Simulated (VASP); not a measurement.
Given:

```
BeSe
1.0
    0.00000     2.56381     2.56381
    2.56381     0.00000     2.56381
    2.56381     2.56381     0.00000
Be Se
1 1
Direct
  0.00000   0.00000   0.00000
  0.25000   0.25000   0.25000
```

Method: PBE GGA with D4 dispersion, VASP's PBE PAW potentials (set 64) (plane waves; VASP 6.6.1). Run with 520 eV cut-off, 10×10×10 Γ-centred mesh, tetrahedra with Blöchl corrections, potentials Be Se.

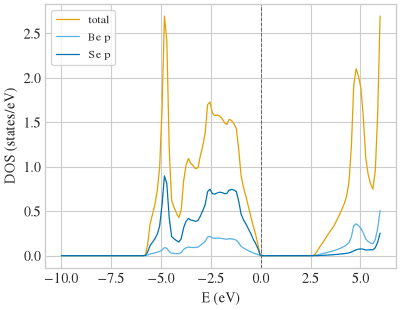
Figure. Total and projected density of states, zero at the valence-band maximum

Within 2 eV below the valence-band maximum the largest weight inside VASP's projection spheres is Se p, then Be p.

The gap is indirect, 2.60 eV, from the valence maximum at Γ to the conduction minimum at X.

The compound is BeSe in the zinc blende structure. It was relaxed first.
